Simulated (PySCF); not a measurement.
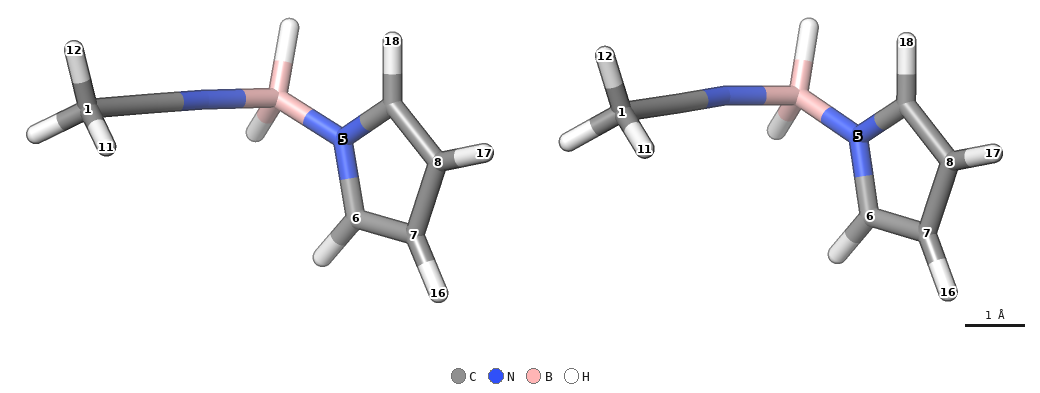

Two geometries of C$_{6}$H$_{9}$BN$_{2}$, drawn at one scale. One is the start of a relaxation, the other its converged end. Style: stick. Shown from a free direction.

Level of theory: PySCF 2.14.0, density-fitted response routines, PBE0-D3(BJ)/def2-SVP geometry optimisation, gas phase. 

Q: Which of the two is the end point?

A: The left one is the relaxed one. The start comes from GFN2-xTB. Its atoms were then displaced at random by about 0.01 Å. After 8 geometry steps the energy has fallen by 5.50 kcal/mol. The largest move after the best rigid fit is that of an H atom, 0.32 Å. By element the largest moves are H 0.32 Å, C 0.24 Å, N 0.15 Å, B 0.08 Å. Among the contacts that change: C–C 1.395 → 1.446 Å, C–N 1.333 → 1.371 Å, B–H 1.183 → 1.220 Å, B–N 1.549 → 1.584 Å. Among the angles between lasting bonds that change: C–N–B 166.9° → 175.9°, H–C–H 106.7° → 109.1°, N–B–N 103.9° → 106.2°. The run took 5.1 min on 1 thread of Intel(R) Xeon(R) Processor @ 2.50GHz (shared host).
